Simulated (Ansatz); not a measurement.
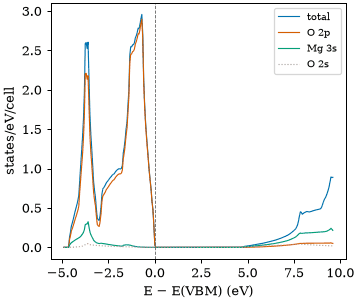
*Total and projected density of states of MgO (rock salt, Fm-3m), PBEsol (plane waves, PAW; program Ansatz)*

Which orbitals carry the states next to the gap?

Top 1 eV of the valence band: O 2p 98 %. Bottom 1 eV of the conduction band: Mg 3s 54 %, O 2s 35 %, O 2p 9 %. Projections are on Löwdin-orthogonalised atomic valence shells; empty p or d shells of many metals are not among them.

Where is the tallest occupied peak in this window, and what makes it?

Near -0.7 eV, about 3.0 states/eV per cell; the largest projected share is O 2p.

The cell was relaxed with PBEsol under the symmetry of its start. The volume moved by -16 % from the start of the relaxation.

Potentials: the earlier of the program's two PAW sets. The files were generated under PBE; for other functionals the program regenerates the frozen cores, and for LDA and PBEsol the local potential too.
